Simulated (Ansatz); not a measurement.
A series of calculations on CH$_{5}$NSSi

Part 1: Relaxation

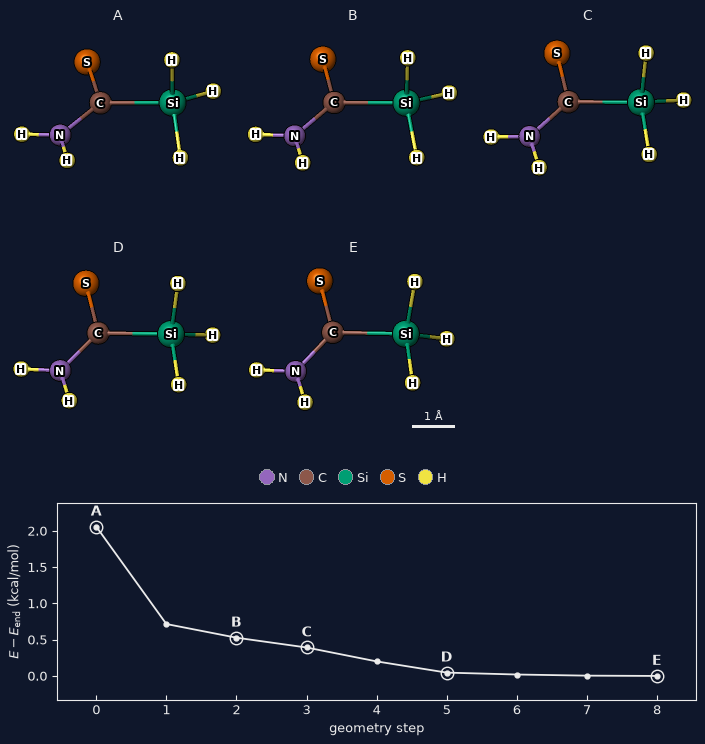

Frames of a relaxation of CH5NSSi, marked on the history of the run. The picture is a ball-and-stick view, seen from a free direction.

The run prepares an end point of a later path (torsion) calculation, from a guessed geometry.

These are results of RKS PBE0/def2-SVP in Ansatz 0.2.0, not measurements. (no spin polarisation; force threshold 0.015 eV/Å; at most 40 steps)

What happens along the run?

Answer. The S atom moves most after the best rigid fit: 0.44 Å. By element the largest moves are S 0.44 Å, H 0.41 Å, N 0.14 Å, C 0.11 Å, Si 0.05 Å. Among the contacts that change: H–Si 1.468 → 1.503 Å, H–Si 1.454 → 1.488 Å, H–N 1.010 → 1.016 Å, C–S 1.644 → 1.650 Å. Bond angles that change, for instance: Si–C–S 119.9° → 115.8°, N–C–S 120.1° → 124.2°, C–Si–H 106.5° → 110.6°. Groups turn about C–Si by about 30°. The energy falls by 2.06 kcal/mol in 8 geometry steps. The largest force component goes from 0.7 to 0.0094 eV/Å. The run took 35 s on 1 thread of Arm Neoverse V2, on a shared host, peak memory 0.17 GiB. From step 0 to 2: an H atom moves most (0.08 Å), energy −1.53 kcal/mol. From step 2 to 3: the S atom moves most (0.20 Å), energy −0.13 kcal/mol. From step 3 to 5: the S atom moves most (0.09 Å), energy −0.35 kcal/mol. From step 5 to 8: the S atom moves most (0.10 Å), energy −0.05 kcal/mol.

```json
{"step": "0", "E − E(0), kcal/mol": "0.00", "largest force component, eV/Å": "0.6996"}
{"step": "1", "E − E(0), kcal/mol": "-1.34", "largest force component, eV/Å": "0.2097"}
{"step": "2", "E − E(0), kcal/mol": "-1.53", "largest force component, eV/Å": "0.0932"}
{"step": "3", "E − E(0), kcal/mol": "-1.67", "largest force component, eV/Å": "0.2932"}
{"step": "4", "E − E(0), kcal/mol": "-1.86", "largest force component, eV/Å": "0.1748"}
{"step": "5", "E − E(0), kcal/mol": "-2.01", "largest force component, eV/Å": "0.0318"}
{"step": "6", "E − E(0), kcal/mol": "-2.04", "largest force component, eV/Å": "0.1248"}
{"step": "7", "E − E(0), kcal/mol": "-2.05", "largest force component, eV/Å": "0.0341"}
{"step": "8", "E − E(0), kcal/mol": "-2.06", "largest force component, eV/Å": "0.0094"}
```

Part 2: Relaxation

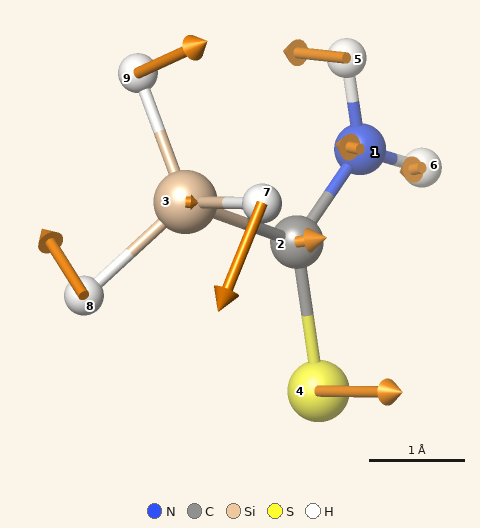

A relaxation of CH5NSSi. The starting structure is drawn; orange arrows show the displacements, magnified 3 times. The two geometries are superimposed by the best rigid fit.

The picture is a ball-and-stick view, seen from a free direction.

The run prepares an end point of a later path (torsion) calculation, from a guessed geometry.

Level of theory: Ansatz, RKS PBE0/def2-SVP.

The input:
```yaml
crystal:
  periodic: [false, false, false]
  atoms:
    - { symbol: "N", position_ang: [-0.10165, 1.4041, -0.59415] }
    - { symbol: C, position_ang: [-0.04093, 0.07065, -0.69765] }
    - { symbol: Si, position_ang: [-0.0754, -0.75078, -2.41536] }
    - { symbol: S, position_ang: [0.01447, -0.86105, 0.65629] }
    - { symbol: H, position_ang: [-0.14207, 1.96628, -1.43223] }
    - { symbol: H, position_ang: [-0.11758, 1.86536, 0.2998] }
    - { symbol: H, position_ang: [-1.48095, -0.97112, -2.75089] }
    - { symbol: H, position_ang: [0.68416, -1.989, -2.34499] }
    - { symbol: H, position_ang: [0.51853, 0.21212, -3.35091] }
basis:
  gaussian: { orbitals: def2-SVP }
hamiltonian:
  xc: pbe0
relax:
  f_tol: 0.015
  max_steps: 40
```

Command:
```bash
ansatz run input.yaml --threads 1 --pin off --max-ram 2048MiB --backend cpu --events-out ev --progress --plain --runs-dir out
```

Q: What happened in the run?

A: The largest move after the best rigid fit is that of S4, 0.45 Å. Largest moves by element: S 0.45 Å, H 0.42 Å, N 0.14 Å, C 0.12 Å, Si 0.05 Å. Among the contacts that change: Si3–H9 1.468 → 1.503 Å, Si3–H8 1.454 → 1.488 Å, Si3–H7 1.462 → 1.488 Å, N1–H6 1.006 → 1.016 Å. Among the angles between lasting bonds that change: Si3–C2–S4 119.9° → 115.8°, C2–Si3–H9 106.5° → 110.6°, N1–C2–S4 120.1° → 124.2°. Groups turn about C2–Si3 by about 30°. Over 9 accepted moves (10 points after the start) the energy falls by 2.31 kcal/mol. The largest force component goes from 1.1 to 0.004 eV/Å. The line search rejected the trial step at point 5 of the run. The forces were under the threshold at step 7, but the run went on from there. The run took 40 s on 1 thread of Arm Neoverse V2 (shared host), peak memory 0.17 GiB.

Part 3: Path

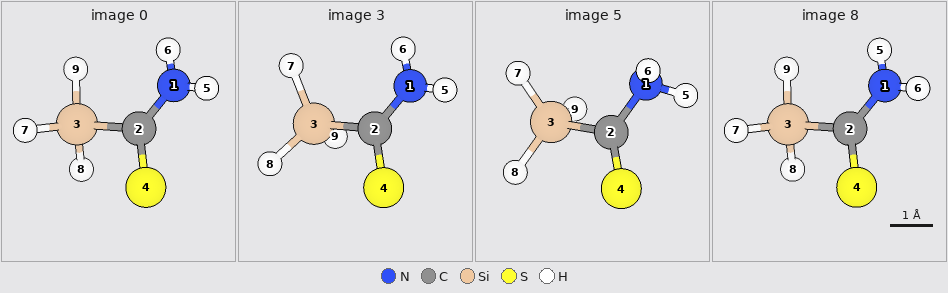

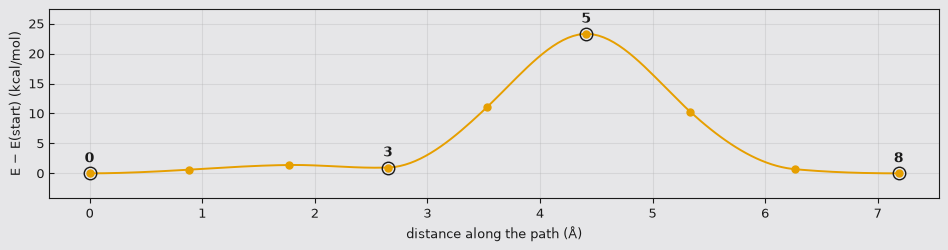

A nudged-elastic-band calculation for CH5NSSi. Images are numbered from 0 (start) to 8 (end). The picture is a ball-and-stick view, seen at a tilt.

These are results of RKS PBE0/def2-SVP (Ansatz), not measurements. Run with 7 movable images; climbing image; force threshold 0.05 eV/Å; iteration limit 39; starting path through a guess of the saddle point.

### Read off the barrier and say what moves.

The path has more than one stage, and so few images may leave a stage unresolved. No bond forms or breaks between the ends. Among the angles between lasting bonds that change up to the highest image: H5–N1–H6 118.8° → 104.0°, C2–N1–H6 122.1° → 108.4°. The two ends have the same energy, and the highest point, image 5, lies 23.3 kcal/mol above the start. The band converged in 14 iterations. The largest component of the band force went from 23 to 0.044 eV/Å. The climbing image converged on the top of the path. Its vibrational analysis gives one imaginary mode (572i cm⁻¹), as a transition state must have.

The run took 5.2 min on 1 thread of Arm Neoverse V2, on a shared host, peak memory 0.17 GiB.
